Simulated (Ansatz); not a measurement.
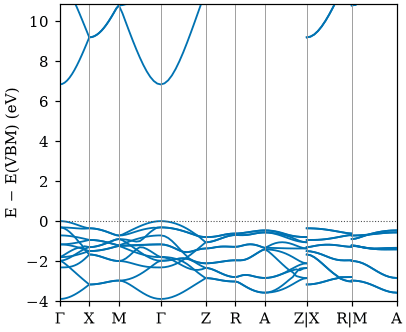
Figure: Band structure from DFT-PBE in the program Ansatz with PAW potentials

Problem. Read off the gap and where the band edges lie.

Solution. About 6.8 eV (6.84 eV by a search for the band edges); maximum at Γ, minimum at Γ.

The material is MgF2 (rutile, P4_2/mnm).

The PBE relaxation kept the symmetry of its start.

Potentials: the later of the program's two PAW sets.
